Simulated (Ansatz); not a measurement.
## Phonon calculation of C2H8FNOSi

System: C2H8FNOSi.
Method: RKS PBE0-D4/cc-pVDZ (Ansatz 0.2.0).

It belongs to a series of runs on one base structure; here: vibrations at the highest image of the band. Figures and captions count atoms from 1; the log counts them from 0 in places.

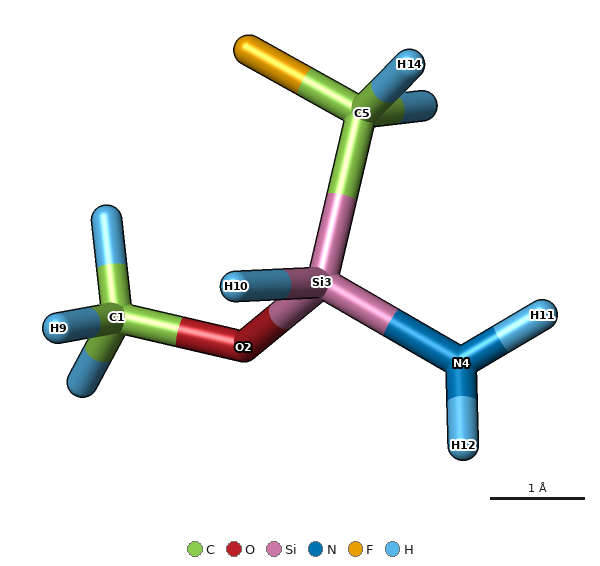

Figure 1. The structure (stick view, seen at a tilt; atoms are numbered from 1 in the order of the input).

The input:
```yaml
crystal:
  periodic: [false, false, false]
  atoms:
    - { symbol: C, position_ang: [-1.249745, -1.36691, 1.216114] }
    - { symbol: O, position_ang: [-0.016135, -1.20019, 0.552024] }
    - { symbol: Si, position_ang: [0.560003, 0.323723, 0.134986] }
    - { symbol: "N", position_ang: [2.210135, 0.157272, -0.343127] }
    - { symbol: C, position_ang: [-0.409784, 0.99647, -1.351017] }
    - { symbol: F, position_ang: [-1.762424, 1.028418, -0.995725] }
    - { symbol: H, position_ang: [-1.328974, -2.417433, 1.534282] }
    - { symbol: H, position_ang: [-2.101028, -1.130769, 0.555162] }
    - { symbol: H, position_ang: [-1.327899, -0.72692, 2.115175] }
    - { symbol: H, position_ang: [0.328475, 1.218944, 1.32084] }
    - { symbol: H, position_ang: [2.538578, 0.612949, -1.186474] }
    - { symbol: H, position_ang: [2.945869, 0.116615, 0.353141] }
    - { symbol: H, position_ang: [-0.296779, 0.341777, -2.233292] }
    - { symbol: H, position_ang: [-0.103295, 2.016852, -1.643485] }
basis:
  gaussian: { orbitals: cc-pVDZ }
hamiltonian:
  xc: pbe0
  dispersion: d4
phonons: {}
```

Launched with:
```bash
ansatz run input.yaml --threads 2 --pin off --max-ram 3072MiB --backend cpu --events-out ev --progress --plain --runs-dir out
```

The program's output:
```
Engine: ansatz 0.2.0, x86_64-unknown-linux-gnu
Functional definition: PBE0
  parameter a = 0.25
  parameter kappa = 0.804
  parameter beta = 0.06672455060314922
  exchange = (1 - a)*pbe_x(kappa = kappa, mu = beta*pi^2/3) + a*exact_x
  correlation = pbe_c(beta = beta)
1360 factors; integrals over basis functions are off by at most 3.9e-4 eV
mean field evaluation 1: about -16316.4272 eV, gradient 6.5e1 eV
mean field evaluation 2: about -16309.8696 eV, gradient 8.5e1 eV
mean field evaluation 4: about -16324.7464 eV, gradient 3.7e0 eV
mean field evaluation 8: about -16324.8275 eV, gradient 9.0e-2 eV
mean field evaluation 16: about -16324.8275 eV, gradient 1.6e-5 eV
mean field -16324.82749888 eV, -599.9263452182 hartree, gradient 1.6e-5 eV, S^2 0.000000; 0 other end points of the search recorded, 0 dependent functions left out
the calculation of the forces begins
reference -16324.82752811 eV, -599.9263462926 hartree; 29, 29 occupied and 99, 99 virtual orbitals, 1360 factors
these checks for a lower state are left out or cut short: stability, starts, cluster_reference, orbital_swaps, neighbouring_geometries, increment
1360 factors; integrals over basis functions are off by at most 3.9e-4 eV
mean field -16324.82730294 eV, -599.9263380176 hartree, gradient 1.2e-6 eV, S^2 0.000000; 0 other end points of the search recorded, 0 dependent functions left out
[... from here on the field's lines of each further geometry are left out, up to the last ...]
the calculation of the forces begins
reference -16324.82752084 eV, -599.9263460252 hartree; 29, 29 occupied and 99, 99 virtual orbitals, 1360 factors
these checks for a lower state are left out or cut short: stability, starts, cluster_reference, orbital_swaps, neighbouring_geometries, increment
1360 factors; integrals over basis functions are off by at most 3.9e-4 eV
mean field -16324.82746967 eV, -599.9263441448 hartree, gradient 1.6e-6 eV, S^2 0.000000; 0 other end points of the search recorded, 0 dependent functions left out
the calculation of the forces begins
reference -16324.82749890 eV, -599.9263452192 hartree; 29, 29 occupied and 99, 99 virtual orbitals, 1360 factors
WARN: phonons: modes at or below zero, which the zero-point energy, F, S and C_V leave out: 1, the lowest at -142.18 cm⁻¹. A minimum has none, and a first-order saddle one
Total energy: -16325.06664692 eV, -599.9351337466 hartree
Atom 0 at    -1.249745    -1.366910     1.216114 Å, force    -0.014539     0.002299     0.002450 eV/Å
Atom 1 at    -0.016135    -1.200190     0.552024 Å, force     0.022823     0.013437    -0.011144 eV/Å
Atom 2 at     0.560003     0.323723     0.134986 Å, force    -0.013408     0.011588     0.017274 eV/Å
Atom 3 at     2.210135     0.157272    -0.343127 Å, force     0.017651     0.001142    -0.003378 eV/Å
Atom 4 at    -0.409784     0.996470    -1.351017 Å, force     0.006323    -0.014411    -0.012577 eV/Å
Atom 5 at    -1.762424     1.028418    -0.995725 Å, force    -0.002121    -0.000409     0.003434 eV/Å
Atom 6 at    -1.328974    -2.417433     1.534282 Å, force     0.001702     0.001054    -0.000710 eV/Å
Atom 7 at    -2.101028    -1.130769     0.555162 Å, force     0.001588    -0.000935     0.001092 eV/Å
Atom 8 at    -1.327899    -0.726920     2.115175 Å, force     0.001337    -0.000342    -0.001282 eV/Å
Atom 9 at     0.328475     1.218944     1.320840 Å, force     0.001020    -0.004748     0.006489 eV/Å
Atom 10 at     2.538578     0.612949    -1.186474 Å, force    -0.009985    -0.003416     0.001052 eV/Å
Atom 11 at     2.945869     0.116615     0.353141 Å, force    -0.010703    -0.005353    -0.001079 eV/Å
Atom 12 at    -0.296779     0.341777    -2.233292 Å, force    -0.004971     0.003117    -0.007686 eV/Å
Atom 13 at    -0.103295     2.016852    -1.643485 Å, force     0.003285    -0.003022     0.006064 eV/Å
Dipole moment:     0.392147     0.232750    -0.078266 e Å
Vibrations: -142.18 79.52 84.21 101.59 138.90 192.27 243.11 262.34 287.53 378.26 651.90 674.48 764.08 796.02 854.84 904.57 908.71 1057.40 1144.83 1171.23 1203.09 1226.33 1298.97 1442.71 1462.54 1468.42 1478.92 1553.58 2178.70 3015.04 3042.38 3093.50 3104.13 3133.20 3609.13 3707.61 cm⁻¹, zero-point energy 2.895902 eV
```

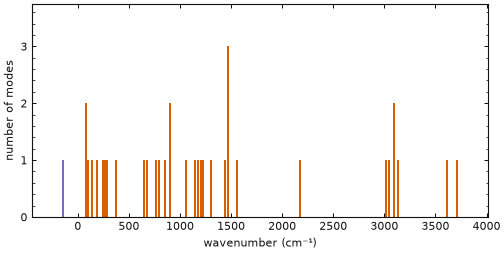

Figure 2. Harmonic vibrational wavenumbers from the force constants; neighbouring modes closer than 17 cm⁻¹ are counted in one stick, and imaginary ones are drawn at negative wavenumbers. 36 modes from 142i to 3708 cm⁻¹, 1 imaginary beyond 8i (142i cm⁻¹): a first-order saddle point, if the geometry is stationary.

Results in brief:

```json
{"quantity": "outcome", "value": "converged"}
{"quantity": "total energy", "value": "−16325.0666 eV"}
{"quantity": "mean-field energy", "value": "−16324.8275 eV"}
{"quantity": "largest force (length of the vector)", "value": "0.029 eV/Å"}
{"quantity": "hardware", "value": "2 threads of AMD EPYC (Zen 4), 16 GiB of memory available, shared host"}
{"quantity": "wall time", "value": "2.6 min (CPU time 5.1 min)"}
{"quantity": "peak memory", "value": "0.33 GiB"}
```
